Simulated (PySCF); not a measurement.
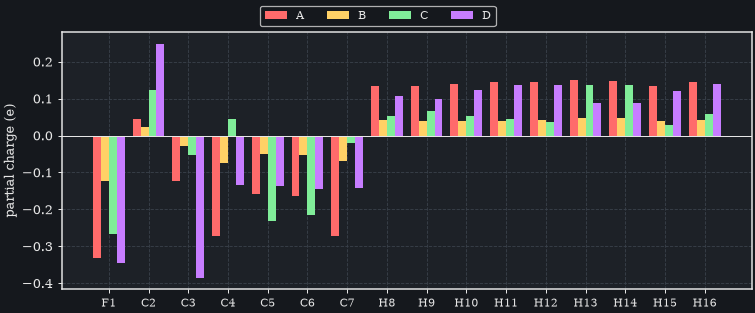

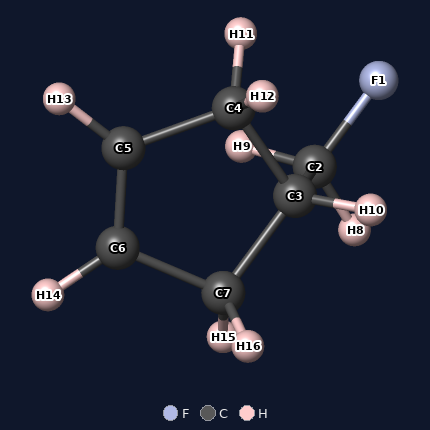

Atomic charges of C₆H₉F, SMILES FCC1CC=CC1 by 4 schemes, PBE0/pcSseg-1 in PySCF, at a GFN2-xTB geometry (no frequency check).

Question: The schemes are ESP fit, Hirshfeld, IAO and Mulliken. Which series is which?

Answer: A: IAO (C4 −0.27 e); B: Hirshfeld (C4 −0.07 e); C: ESP fit (C4 0.04 e); D: Mulliken (C4 −0.13 e).

Note: the tight-binding geometry is rougher than a DFT one and adds to the error; one conformer of a flexible molecule.
